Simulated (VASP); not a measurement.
Consider the following.

```
CrC
1.0
    0.00000     2.22567     2.22567
    2.22567     0.00000     2.22567
    2.22567     2.22567     0.00000
Cr C
1 1
Cartesian
  0.00000   0.00000   0.00000
  1.11284   1.11284   1.11284
```
Starting moments (μB, in the order of the record's atoms Cr C): -1.8 0.2.

Computed with PBE GGA, VASP's PBE PAW potentials (set 64) (plane waves; VASP). Run with 520 eV cut-off, 16×16×16 Γ-centred mesh, tetrahedra with Blöchl corrections, potentials Cr_pv C.

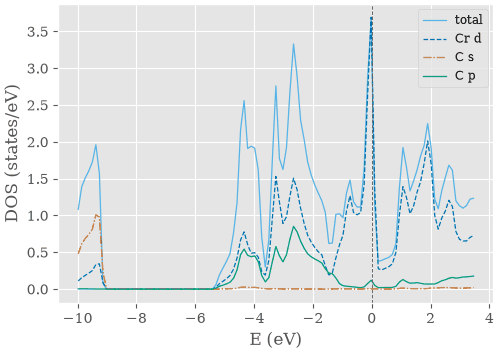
*Total and projected density of states, zero at the Fermi level*

Within 2 eV below the Fermi level the largest weight inside VASP's projection spheres is Cr d.

It has no gap at this level: it comes out as a metal or semimetal.

The structure was generated: CrC was put into the zinc blende type (F-43m), which need not be its known phase. It was relaxed first, which changed the volume by -28 %.
